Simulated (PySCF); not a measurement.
**FH5SSi, SMILES `S.[SiH3]F`: what the electrons do**

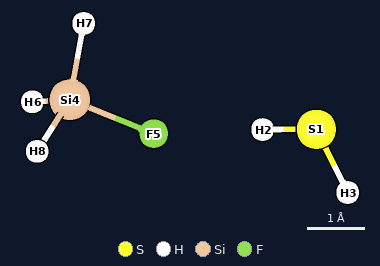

The molecule, with its atoms numbered as below. The pair's geometry is semi-empirical, so its contact may be too short or too long.

Cartesian coordinates (Å):

```
S1       2.6013    0.1741   -0.0194
H2       1.3577   -0.2641   -0.1405
H3       3.0112   -0.9691    0.5142
Si4     -2.1759    0.2573    0.0286
F5      -0.9054   -0.7328   -0.0685
H6      -3.3150   -0.5728   -0.3240
H7      -1.8867    1.3071   -0.9334
H8      -2.1761    0.7054    1.4109
```

### 1. Bonding charge

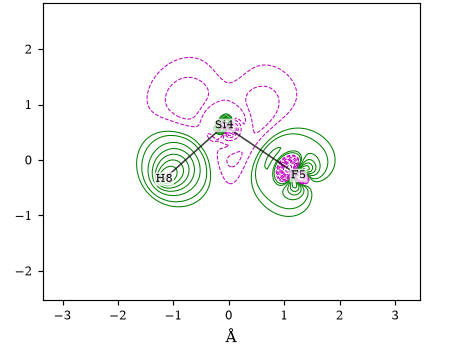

Deformation density (molecule less spherical, spin-averaged free atoms) in the plane of Si4, F5 and H8; contours at ±0.05 to ±0.8 e/Å³; solid green lines: gain, dashed magenta lines: loss.

Computed with PySCF, PBE/aug-cc-pVDZ, geometry: GFN2-xTB.

Q: How much density has each bond in this plane gained at its critical point, relative to the free atoms?

A: Si4–H8: +0.18 e/Å³ at the bond critical point (bond length 1.45 Å). Si4–F5: −0.04 e/Å³ at the bond critical point (bond length 1.61 Å); up to 0.6 Å beside the axis the gain reaches +0.21 e/Å³. In all, 1.7 electrons gather in the regions of gain relative to the promolecule. A small or negative value marks a very polar bond, one between electron-rich atoms, whose free-atom densities already overlap strongly, a long bond to a heavier atom, or a closed-shell contact such as a hydrogen bond.

Q: Where do the Hirshfeld charges lie?

A: The highest Hirshfeld charge is on Si4 (+0.41 e), the lowest on F5 (−0.18 e).

```tsv
atom	charge (e)
S1	−0.11
H2	+0.03
H3	+0.04
Si4	+0.41
F5	−0.18
H6	−0.06
H7	−0.06
H8	−0.06
```

### 2. Local ionisation energy

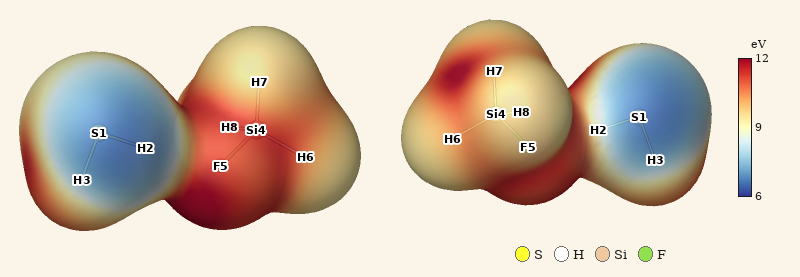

Average local ionisation energy on the surface of electron density 0.001 a.u. (back view left, front view right).

Q: Locate the minima of the map.

A: The lowest value is 6.5 eV, off the S1–H3 bond (2.3 to 2.5 Å from its atoms). Further minima include 9.3 eV, 1.5 Å from H8; 9.3 eV, 1.5 Å from H7; 11.1 eV, 1.7 Å from F5. For comparison, the highest occupied orbital lies at −6.0 eV.

### 3. Weak contacts

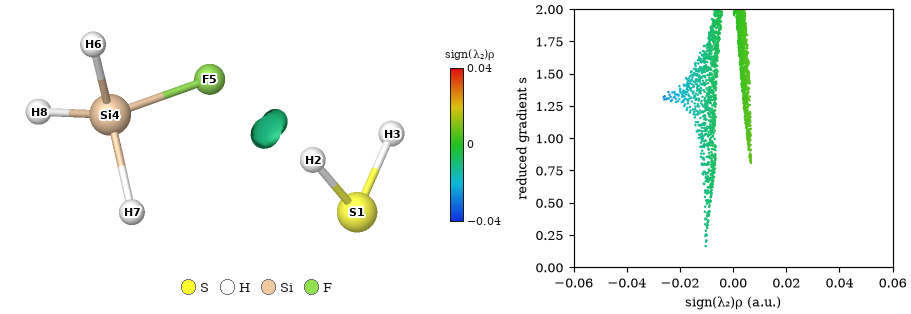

Non-covalent interaction surfaces between the fragments (reduced density gradient s = 0.5, coloured by sign(λ₂)ρ in a.u.; trimmed to the region between the fragments where ρ is under 0.06 a.u.). Fragment A: H2S (atoms 1–3); fragment B: SiH3F. The plot gives s against sign(λ₂)ρ for grid points between the fragments.

Method: PBE/aug-cc-pVDZ; geometry: GFN2-xTB; program: PySCF.

Q: Interpret the surfaces between the fragments.

A: Bond critical points between the fragments: H2···F5, hydrogen bond, 2.31 Å, ρ = 0.010 a.u. It is weak and appears green, as weak hydrogen bonds do. The pose is a local one from a semi-empirical search, not shown to be the most stable.

Q: How strongly are they bound?

A: The counterpoise-corrected interaction energy of the frozen fragments is −1.3 kcal/mol without dispersion correction and −1.9 kcal/mol with D3(BJ). The pair geometry is semi-empirical, not a minimum at this level.

### 4. Binding density

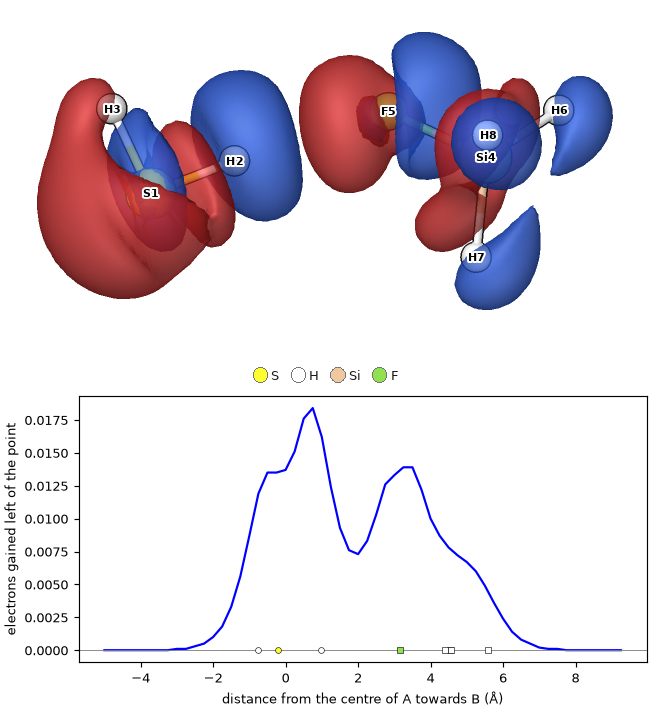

Density of the complex less the densities of the two fragments at the same geometry, ±0.0008 e/Å³ (red: gain, blue: loss). Fragment A: H2S (atoms 1–3); fragment B: SiH3F. Below: the charge-displacement curve along the line of centres (A on the left).

Q: Which way does charge flow?

A: Hirshfeld charges show 0.008 e passing from B to A. By Hirshfeld charges, electrons gather most on S1 (−0.015 e) and leave H2 most (+0.009 e); 0.04 e is displaced in all, which induces a dipole of 0.40 D.
